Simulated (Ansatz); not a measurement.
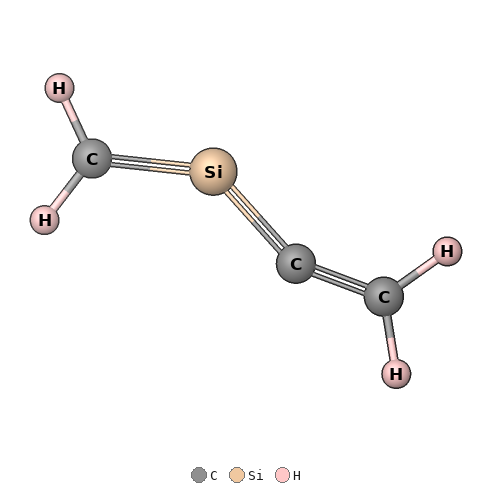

All atoms lie in one plane, which faces the viewer. The geometry was computed by an optimisation with PBE0-D4/def2-TZVP. No frequency run is at hand to confirm it as a minimum.

Which symmetry elements does this geometry have?

It has 1 mirror plane, so the point group is Cs. The group has 2 operations. The geometry is achiral, and symmetry allows a dipole moment.
